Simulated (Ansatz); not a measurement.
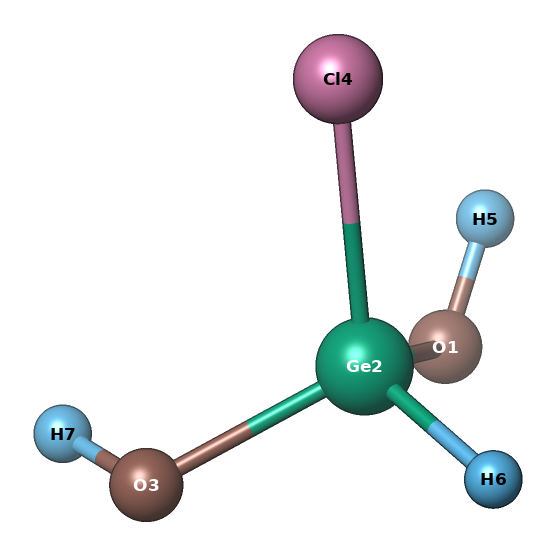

O1 lies behind Ge2. The molecule seen a little off the Ge2–O1 bond, Ge2 in front. Atoms fade into the background with distance from the viewer. The geometry was computed by an optimisation with PBE-D4/def2-SVP. No frequency run is at hand to confirm it as a minimum.

What is the torsion angle Cl4–Ge2–O1–H5? The sign is positive where the front bond must turn clockwise to cover the back bond.

Answer. 12°, synperiplanar (eclipsed).
